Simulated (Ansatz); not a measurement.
**InH3Cl− ([InClH3]-): PBE/STO-3G**

What is the energy change on altering one bond length of InH3Cl− ([InClH3]-) at PBE/STO-3G? 

The calculation is run with Ansatz 0.2.0.

6 further runs of the same task are left out: 6 that didn't finish.

## Step 1: The molecule

InH3Cl−: 5 atoms, total charge -1, spin state singlet. SMILES: `[H][In-]([H])([H])[Cl]`. Geometry: a GFN2-xTB relaxation, a rough one for these elements and not checked as a minimum.

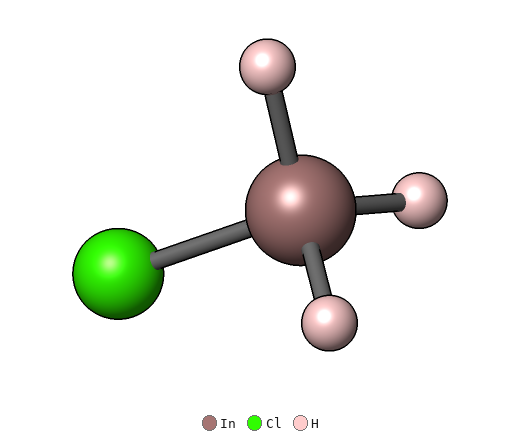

The structure, seen from a chosen angle (indium brown, chlorine green, hydrogen pink).

## Step 2: The energy at PBE/STO-3G

input.yaml

```yaml
crystal:
  periodic: [false, false, false]
  atoms:
    - {symbol: In, position_ang: [-0.002150, 0.000620, -0.175700]}
    - {symbol: Cl, position_ang: [0.012800, -0.020350, 2.163640]}
    - {symbol: H, position_ang: [1.620790, 0.013380, -0.670930]}
    - {symbol: H, position_ang: [-0.818090, 1.410990, -0.645940]}
    - {symbol: H, position_ang: [-0.813350, -1.404640, -0.671060]}
basis:
  gaussian:
    orbitals: STO-3G
total_charge: -1
hamiltonian:
  xc: {name: PBE}
accuracy: high
```

Run with:

```bash
$ ansatz run input.yaml --threads 1 --pin off --max-ram 2610MiB --events-out events.jsonl --progress --plain --runs-dir runs
```

Standard output:

```text
Warning: RAYON_NUM_THREADS=1 ignored (pool sized by the plan → 1); use --threads N
Functional definition: PBE
  name "PBE"
  parameter kappa = 0.804
  parameter beta = 0.06672455060314922
  exchange = pbe_x(kappa = kappa, mu = beta*pi^2/3)
  correlation = pbe_c(beta = beta)
718 factors; integrals over basis functions are off by at most 4.0e-9 eV
mean field evaluation 1: about -167103.6220 eV, gradient 2.7e1 eV
mean field evaluation 2: about -167104.9409 eV, gradient 1.7e1 eV
mean field evaluation 4: about -167106.2989 eV, gradient 1.5e-1 eV
mean field evaluation 8: about -167106.2335 eV, gradient 2.3e-3 eV
mean field -167106.23352765 eV, -6141.0408134679 hartree, gradient 3.2e-8 eV, S^2 0.000000; 0 other end points of the search recorded, 0 dependent functions left out
reference -167106.23352955 eV, -6141.0408135377 hartree; 35, 35 occupied and 4, 4 virtual orbitals, 718 factors
Total energy: -167106.23352955 eV, -6141.0408135377 hartree
```

Run time: 2.2 s. Hardware: 1 thread of Arm Neoverse V1, shared host; peak memory 0.11 GiB.

## Step 3: The distorted shape

job.yaml

```yaml
crystal:
  periodic: [false, false, false]
  atoms:
    - symbol: In
      position_ang: [-0.005888, 0.005863, -0.760583]
    - symbol: Cl
      position_ang: [0.012800, -0.020350, 2.163640]
    - symbol: H
      position_ang: [1.617052, 0.018623, -1.255813]
    - symbol: H
      position_ang: [-0.821828, 1.416233, -1.230823]
    - symbol: H
      position_ang: [-0.817088, -1.399397, -1.255943]
basis:
  gaussian: {orbitals: STO-3G}
total_charge: -1
hamiltonian: {xc: pbe}
accuracy: high
```

Run with:

```bash
$ ansatz run job.yaml --threads 1 --pin off --max-ram 2610MiB --events-out events.jsonl --progress --plain --runs-dir runs
```

Standard output, cut to the lines that bear on the results:

```text
Warning: RAYON_NUM_THREADS=1 ignored (pool sized by the plan → 1); use --threads N
[... 6 set-up lines as earlier in the session ...]
706 factors; integrals over basis functions are off by at most 5.2e-9 eV
mean field evaluation 1: about -167103.1631 eV, gradient 2.5e1 eV
mean field evaluation 2: about -167103.7169 eV, gradient 1.9e1 eV
mean field evaluation 4: about -167105.5718 eV, gradient 7.7e-1 eV
mean field evaluation 8: about -167105.5007 eV, gradient 2.2e-3 eV
mean field evaluation 16: about -167105.5007 eV, gradient 5.5e-8 eV
mean field -167105.50067219 eV, -6141.0138815266 hartree, gradient 5.5e-8 eV, S^2 0.000000; 0 other end points of the search recorded, 0 dependent functions left out
reference -167105.50067418 eV, -6141.0138815995 hartree; 35, 35 occupied and 4, 4 virtual orbitals, 706 factors
Total energy: -167105.50067418 eV, -6141.0138815995 hartree
```

Run time: 2.2 s. Hardware: 1 thread of Arm Neoverse V1, shared host; peak memory 0.11 GiB.

## Step 4: Results

At PBE/STO-3G:

| quantity | value |
| --- | --- |
| first shape: total energy | -6141.04081 Eh |
| distorted shape: total energy | -6141.01388 Eh |
| energy change with the In1–Cl2 bond stretched from 2.339 to 2.924 Å | 0.733 eV |

**Reading.** With the In1–Cl2 bond stretched from 2.339 to 2.924 Å the energy rises by 0.73 eV (16.9 kcal/mol). The first shape isn't relaxed at this level, so the change isn't measured from a minimum. The minimal basis adds a large error of its own. Relativity is left out (first shape) although the molecule holds a heavy atom. Relativity is left out (distorted shape) although the molecule holds a heavy atom.
